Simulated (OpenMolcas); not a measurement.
# doublet InSiH4F+ at 6 levels

We compute a comparison of 6 runs (UHF/3-21G, U-revPBE/def2-SVP, UBHLYP/def2-SVP, UM06-L/def2-SVP, UPBE/def2-SVP, UTPSS/def2-SVP) of doublet InSiH4F+. 

Program for the calculation: OpenMolcas 26.06.

## (1) The structure to begin with

InSiH4F+ has 7 atoms, charge +1, and is taken as a doublet. SMILES of the parent species: `[F][InH][SiH3]`. The shape is that of a PBE0-D4/def2-TZVP optimisation. That shape belongs to the parent species and isn't relaxed for this state.

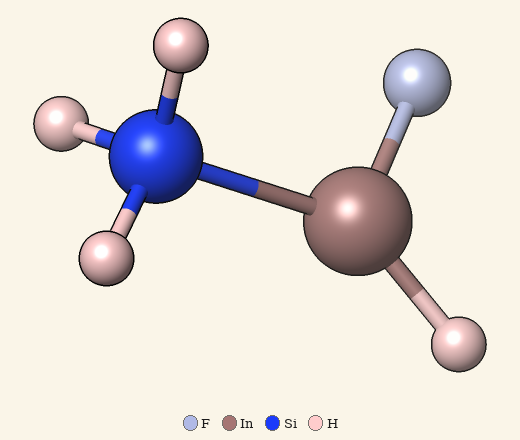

Viewed from a chosen angle; fluorine light blue, indium brown, silicon blue, hydrogen pink.

## (2) The energy at UHF/3-21G (run 1)

Input file geom.xyz:

```xyz
7

F     -0.196000    -2.340000     1.298800
In    -0.756000    -1.164900    -0.176800
Si     0.528000     1.043100    -0.028600
H     -1.937800    -1.965900    -1.125300
H      1.986000     0.765900    -0.108800
H      0.226000     1.696000     1.272200
H      0.149800     1.965800    -1.131400
```

Input file test.inp:

```
* FH4InSi Hartree-Fock
>>> EXPORT MOLCAS_PRINT=2

&gateway
  baslib
  $CurrDir
  coord
  geom.xyz
  basis
  3-21G
  group
  NoSym

&seward

&scf
  uhf
  charge
  1
  spin
  2
  thresholds
  1e-10 1e-07 1e-07 1e-05
  prorbitals
  1 2
```

The basis set 3-21G is read from a file made from the Basis Set Exchange's data (not shown).

Started as:

```bash
export MOLCAS_MEM=1860
pymolcas test.inp > test.log
```

Output:

```text
--- Start Module: gateway ---
[...]
--- Stop Module: gateway /rc=_RC_ALL_IS_WELL_ ---
--- Start Module: seward ---
[...]
      Basis functions           61
--- Stop Module: seward /rc=_RC_ALL_IS_WELL_ ---
[...]
--- Start Module: scf ---
[...]
       Convergence after  24 Iterations
[...]
::    Total SCF energy                              -6103.0163108306
[...]
      Total spin, S                                     0.5252632420
[...]
      Total electronic charge=   75.000000
      Total            charge=    1.000000
[...]
      Dipole Moment (debye):
      Origin of the operator (angstrom)=   -0.4544   -0.8839    0.0148
                   X=  2.6182E-01               Y=  5.1931E+00               Z= -3.1001E+00           Total=  6.0537E+00
      Center of Charge (angstrom)
[...]
--- Stop Module: scf /rc=_RC_ALL_IS_WELL_ ---
[...]
```

Wall time 6.6 s (1 thread of AMD EPYC 7R43 (Zen 3), shared host); peak memory 0.4 GiB.

## (3) The energy at U-revPBE/def2-SVP (core potential) (run 2)

Input file job.input:

```
* FH4InSi Kohn-Sham DFT

&GATEWAY
 BasLib=$CurrDir
 Coord
 7
 angstrom
 F       -0.196000      -2.340000       1.298800
 In      -0.756000      -1.164900      -0.176800
 Si       0.528000       1.043100      -0.028600
 H       -1.937800      -1.965900      -1.125300
 H        1.986000       0.765900      -0.108800
 H        0.226000       1.696000       1.272200
 H        0.149800       1.965800      -1.131400
 Basis=def2-SVP
 Group=NoSym

&SEWARD
 GridInput
 Grid=UltraFine
 End of Grid

&SCF
 UHF
 Charge=1
 Spin=2
 KSDFT=revPBE
 Thresholds=1e-10 1e-07 1e-07 1e-05
 PrOrbitals=1 1
```

The basis set def2-SVP is read from a file made from the Basis Set Exchange's data (not shown).

Started as:

```bash
export MOLCAS_MEM=1860
pymolcas job.input > job.log
```

Output:

```text
--- Start Module: gateway ---
[...]
--- Stop Module: gateway /rc=_RC_ALL_IS_WELL_ ---
--- Start Module: seward ---
[...]
      Basis functions           78
--- Stop Module: seward /rc=_RC_ALL_IS_WELL_ ---
[...]
--- Start Module: scf ---
[...]
       Convergence after  27 Iterations
[...]
::    Total KS-DFT energy                            -581.3129116376
[...]
      Total spin, S                                     0.5025105322
[...]
      Total electronic charge=   47.000000
      Total            charge=    1.000000
[...]
      Dipole Moment (debye):
      Origin of the operator (angstrom)=   -0.4544   -0.8839    0.0148
                   X=  1.8265E-01               Y=  3.8271E+00               Z= -2.2971E+00           Total=  4.4673E+00
      Center of Charge (angstrom)
[...]
--- Stop Module: scf /rc=_RC_ALL_IS_WELL_ ---
[...]
```

Run time: 59 s. Hardware: 1 thread of AMD EPYC 7R43 (Zen 3), shared host; peak memory 0.43 GiB.

Runs 3 to 5 aren't shown in full; the table further down has their settings and results.

## (4) A single-point energy at UTPSS/def2-SVP (core potential) (run 6)

Input file test.inp:

```
* FH4InSi Kohn-Sham DFT
&GATEWAY
BasLib=$CurrDir
Coord
7
angstrom
F       -0.196000      -2.340000       1.298800
In      -0.756000      -1.164900      -0.176800
Si       0.528000       1.043100      -0.028600
H       -1.937800      -1.965900      -1.125300
H        1.986000       0.765900      -0.108800
H        0.226000       1.696000       1.272200
H        0.149800       1.965800      -1.131400
Basis=def2-SVP
Group=NoSym
&SEWARD
GridInput
Grid=UltraFine
End of Grid
&SCF
UHF
Charge=1
Spin=2
KSDFT=2
1.0 MGGA_X_TPSS
1.0 MGGA_C_TPSS
Thresholds=1e-10 1e-07 1e-07 1e-05
PrOrbitals=1 1
```

The basis set def2-SVP is read from a file made from the Basis Set Exchange's data (not shown).

Started as:

```bash
export MOLCAS_MEM=1860
pymolcas test.inp > test.log
```

Output:

```text
--- Start Module: gateway ---
[...]
--- Stop Module: gateway /rc=_RC_ALL_IS_WELL_ ---
--- Start Module: seward ---
[...]
      Basis functions           78
--- Stop Module: seward /rc=_RC_ALL_IS_WELL_ ---
[...]
--- Start Module: scf ---
[...]
       Convergence after  26 Iterations
[...]
::    Total KS-DFT energy                            -581.3154399568
[...]
      Total spin, S                                     0.5040609492
[...]
      Total electronic charge=   47.000000
      Total            charge=    1.000000
[...]
      Dipole Moment (debye):
      Origin of the operator (angstrom)=   -0.4544   -0.8839    0.0148
                   X=  1.3278E-01               Y=  3.7920E+00               Z= -2.3365E+00           Total=  4.4560E+00
      Center of Charge (angstrom)
[...]
--- Stop Module: scf /rc=_RC_ALL_IS_WELL_ ---
[...]
```

It took 85 s on 1 thread of AMD EPYC 7R43 (Zen 3), shared host; peak memory 0.44 GiB.

## (5) Overview of the runs

| run | level | integration grid | energy (Eh) | HOMO energy (eV) | LUMO energy (eV) | ⟨S²⟩ | wall time |
| --- | --- | --- | --- | --- | --- | --- | --- |
| 1 | UHF/3-21G | – | -6103.016311 | -17.26 | -8.90 | 0.801 | 6.6 s |
| 2 | U-revPBE/def2-SVP (core potential) | UltraFine | -581.312912 | -13.33 | -12.42 | 0.755 | 59 s |
| 3 | UBHLYP/def2-SVP (core potential) | UltraFine | -581.218140 | -15.95 | -11.24 | 0.774 | 53 s |
| 4 | UM06-L/def2-SVP (core potential) | UltraFine | -581.487098 | -13.65 | -12.49 | 0.757 | 82 s |
| 5 | UPBE/def2-SVP (core potential) | UltraFine | -581.101962 | -13.36 | -12.48 | 0.755 | 59 s |
| 6 | UTPSS/def2-SVP (core potential) | UltraFine | -581.315440 | -13.57 | -12.49 | 0.758 | 85 s |

## (6) Outcome

| quantity | value |
| --- | --- |
| run 6: total energy | -581.31544 Eh |
| run 6: HOMO energy (highest over α and β) | -13.57 eV |
| run 6: LUMO energy (lowest over α and β) | -12.49 eV |
| run 6: ⟨S²⟩ | 0.758 |

What this shows: Totals of different functionals can't be ranked against each other. Some runs of one species differ in core potentials or relativity; totals across that change don't compare. In run 1 relativity is left out where basis or elements ask for it. All runs together took 5.7 min, the longest 85 s.
